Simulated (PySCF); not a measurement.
**C3H5FO2, SMILES `CC(F)C(=O)O`: what the electrons do**

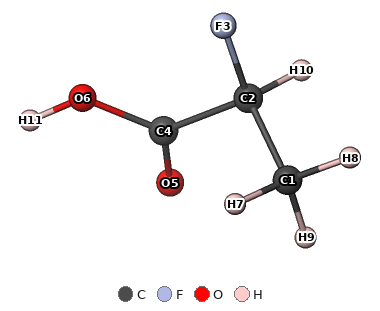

The molecule, with its atoms numbered as below. No frequency check shows the geometry to be a minimum.

Geometry (Å), atoms numbered from 1:

```
C1       1.4607   -0.9820    0.5138
C2       0.6870   -0.0540   -0.4165
F3       1.1437    1.2342   -0.2794
C4      -0.8035   -0.1288   -0.1035
O5      -1.4756   -1.0922   -0.3543
O6      -1.2647    0.9604    0.4946
H7       1.3446   -0.6518    1.5435
H8       2.5161   -0.9640    0.2556
H9       1.0775   -1.9929    0.4116
H10      0.8381   -0.3341   -1.4673
H11     -2.2126    0.8783    0.6866
```

Part 1: Bonding charge

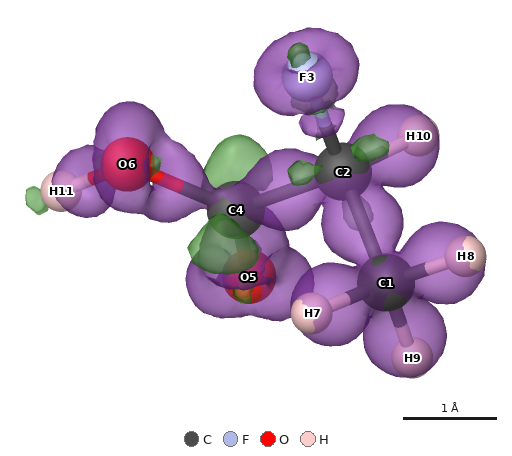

Deformation density (molecule less spherical, spin-averaged free atoms at the same positions), surfaces at ±0.19 e/Å³; purple: gain, green: loss.

Level of theory: HF/def2-TZVP (PySCF), at a geometry from GFN2-xTB.

Q: How much density has each bond gained at its critical point, relative to the free atoms?

A: The five largest and four smallest: C4–O5: +0.86 e/Å³ at the bond critical point (bond length 1.20 Å, Mayer order 2.0). C2–H10: +0.82 e/Å³ at the bond critical point (bond length 1.10 Å, Mayer order 1.0). C1–H9: +0.74 e/Å³ at the bond critical point (bond length 1.09 Å, Mayer order 1.0). C2–C4: +0.74 e/Å³ at the bond critical point (bond length 1.52 Å, Mayer order 1.0). C1–H8: +0.74 e/Å³ at the bond critical point (bond length 1.09 Å, Mayer order 1.0). C1–C2: +0.63 e/Å³ at the bond critical point (bond length 1.52 Å, Mayer order 1.0). O6–H11: +0.62 e/Å³ at the bond critical point (bond length 0.97 Å, Mayer order 0.8). C4–O6: +0.37 e/Å³ at the bond critical point (bond length 1.32 Å, Mayer order 1.2). C2–F3: −0.05 e/Å³ at the bond critical point (bond length 1.37 Å, Mayer order 0.9); up to 0.6 Å beside the axis the gain reaches +0.33 e/Å³. In all, 2.8 electrons gather in the regions of gain relative to the promolecule. A small or negative value marks a very polar bond, one between electron-rich atoms, whose free-atom densities already overlap strongly, a long bond to a heavier atom, or a closed-shell contact such as a hydrogen bond.

Q: Where do the Hirshfeld charges lie?

A: The highest Hirshfeld charge is on C4 (+0.25 e), the lowest on O5 (−0.34 e).

Part 2: Bond critical points

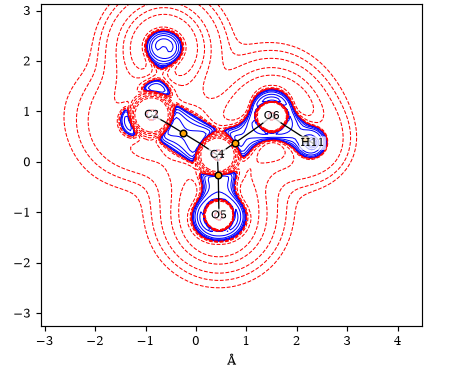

Negative Laplacian of the density (−∇²ρ) in the plane of C2, C4, O5, O6 and H11 (solid blue lines positive, dashed red lines negative, contours at ±0.02 to ±8 a.u.), with bond paths and bond critical points (dots).

Q: Sort the bonds in the plane by the sign of ∇²ρ at their critical points.

A: Concentrated (∇²ρ < 0): C4–O5 (−0.01 a.u.); O6–H11 (−2.53 a.u.); C4–O6 (−0.39 a.u.); C2–C4 (−0.89 a.u.). At none is it depleted.

Q: Where along O6–H11 does the critical point lie?

A: 0.80 Å from O6 and 0.17 Å from H11.

Part 3: Local ionisation energy

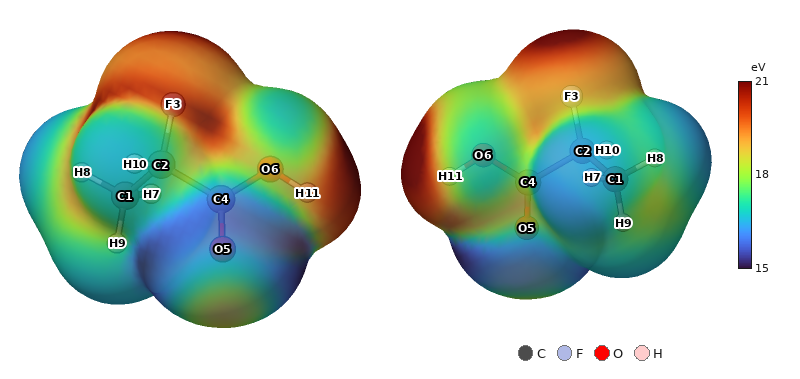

Average local ionisation energy on the surface of electron density 0.001 a.u. (back view left, front view right).

Q: Locate the minima of the map.

A: The lowest value is 15.1 eV, about equally far (1.8 Å) from O5 and H11. Further minima include 15.3 eV, 1.8 Å from O5; 16.3 eV, 1.3 Å from H7; 16.6 eV, 1.3 Å from H10. For comparison, the highest occupied orbital lies at −12.5 eV.

Part 4: Removing or adding an electron

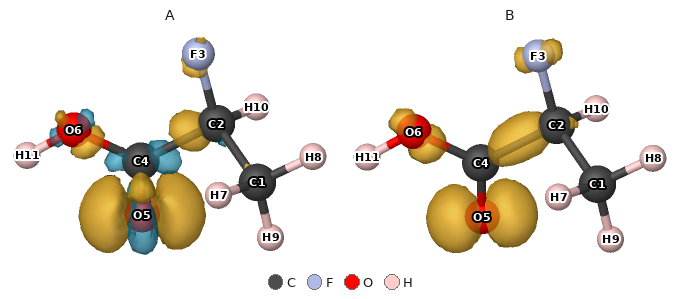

The Fukui function f⁻ from two separate SCF calculations and the density of the HOMO, at ±0.1 e/Å³ (yellow positive, teal negative).

Computed with PySCF, HF/6-31+G*, geometry: GFN2-xTB.

Q: Which panel is which, and how good is the frozen-orbital picture?

A: A is f⁻ (it has negative regions), B the HOMO density. The HOMO lies on O5 (54 %), C4 (12 %) and C2 (11 %); f⁻ (Hirshfeld-condensed) is largest on O5 (0.47); the vertical ionisation energy is 9.79 eV. Relaxation shifts 14 % of the electron between atoms. The orbital energy is −12.62 eV.

The PySCF runs shown took 3 s and 36 s on 1 thread of Intel(R) Xeon(R) CPU @ 2.60GHz (Ice Lake) (shared host).
